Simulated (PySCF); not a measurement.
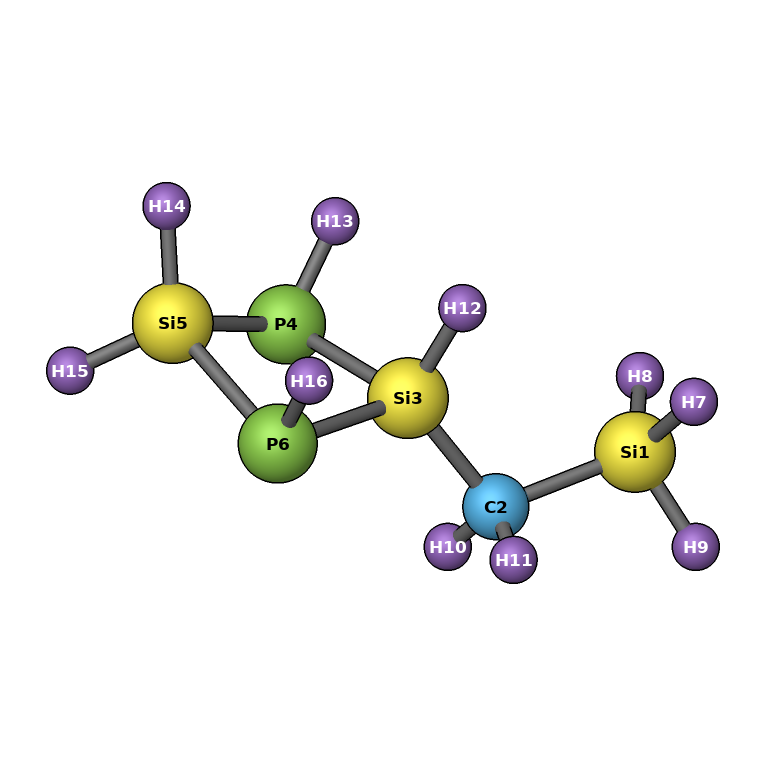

Geometry: a frame of a GFN2-xTB molecular-dynamics simulation, not a minimum. Properties computed with GIAO PBE0/pcSseg-1 NMR shielding, non-relativistic, gas phase (PySCF 2.14.0). Principal shieldings σ11 ≤ σ22 ≤ σ33, span Ω = σ33 − σ11, skew κ = 3(σiso − σ22)/Ω.

Which P atom has the most anisotropic shielding?

P6, with a span of 323 ppm.

Give the shielding tensors of the P atoms.

| atom | σ11 | σ22 | σ33 | σiso | Ω | κ |
| --- | --- | --- | --- | --- | --- | --- |
| P4 | 409.8 | 629.4 | 674.9 | 571.3 | 265.1 | −0.66 |
| P6 | 326.7 | 556.3 | 649.5 | 510.9 | 322.8 | −0.42 |

Shieldings and span in ppm.
